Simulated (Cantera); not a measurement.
Input: 1 mol CH3OH, 21 mol H2, at 3000 K.

Cantera equilibrium calculation (NASA polynomials, part measured and part estimated; ideal gas, pure solids and liquids). Candidate condensed phases: C, C6H6, C7H8, C8H18, H2O; 110 gas species. The ideal-gas law is rough above about 30 bar. Kinetics and transport are ignored.

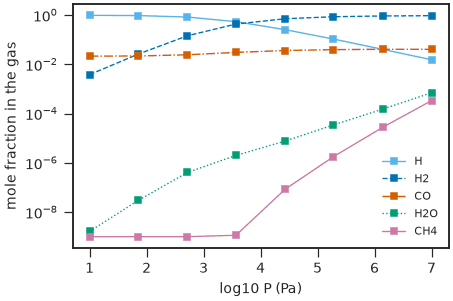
Figure: Equilibrium gas composition (values under 1e-9 drawn at 1e-9)

**Question.** Read off the mole fractions at 1400000 Pa.

**Answer.** H2 about 0.92, CO about 0.041, H about 0.040, H2O about 0.00015, CH4 about 2.8e-5.
